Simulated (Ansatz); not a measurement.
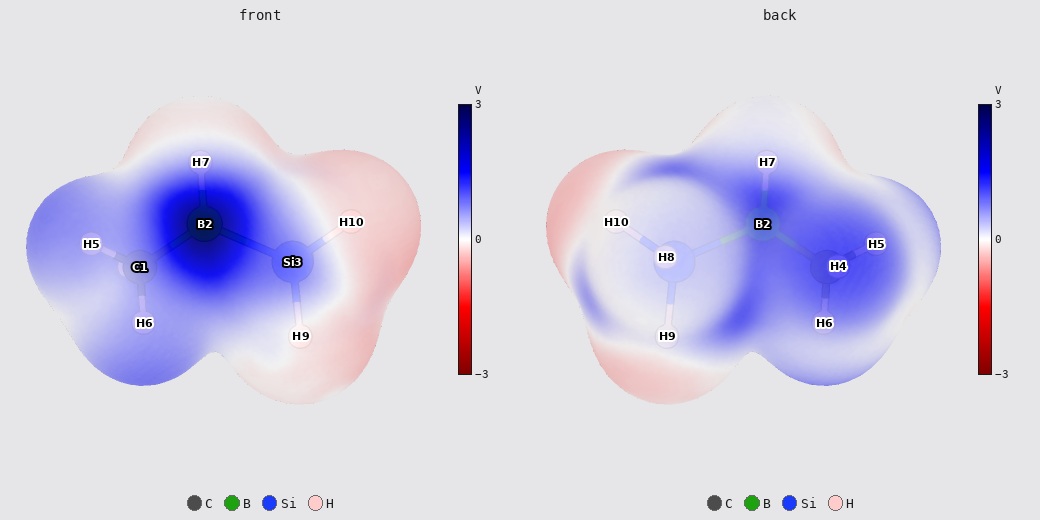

*CH₇BSi (SMILES CB[SiH3]). The molecular electrostatic potential painted on the density surface at 0.002 e/bohr³, seen from the front and from behind; red is negative and blue positive.*

Level of theory: SCF PBE0, Gaussian basis (Ansatz 0.2.0).

```xyz
10

C    -1.1216    0.7549   -0.5410
B     0.3444    0.3376   -0.5962
Si    0.9745   -0.7951    0.8193
H    -1.7530   -0.0590   -0.7645
H    -1.3390    1.5748   -1.3385
H    -1.4098    1.2290    0.4475
H     0.8270    0.1199   -1.6598
H     0.4781   -2.1275    0.6764
H     0.6061   -0.2182    2.1725
H     2.4764   -0.8677    0.7873
```

> Where is the surface potential most negative and most positive?

The most negative region (about −0.4 V, or −9 kcal/mol for a unit charge) lies over H10, the most positive (about +2.6 V, or +60 kcal/mol for a unit charge) over B2.
